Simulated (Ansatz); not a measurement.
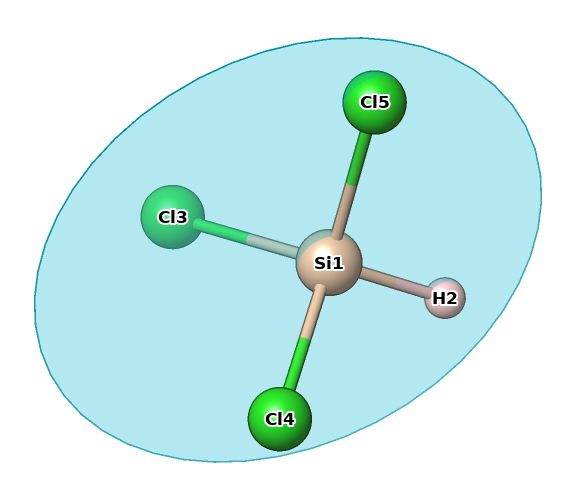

A disc through the centre of mass is drawn in. Atoms fade into the background with distance from the viewer. Computed geometry: PBE0-D4/def2-TZVP optimisation.

Q: Is the plane of the disc a mirror plane of the structure?

A: Yes. The reflection leaves Si1, H2, Cl5 in place and moves Cl3 ↔ Cl4. The point group is C3v.
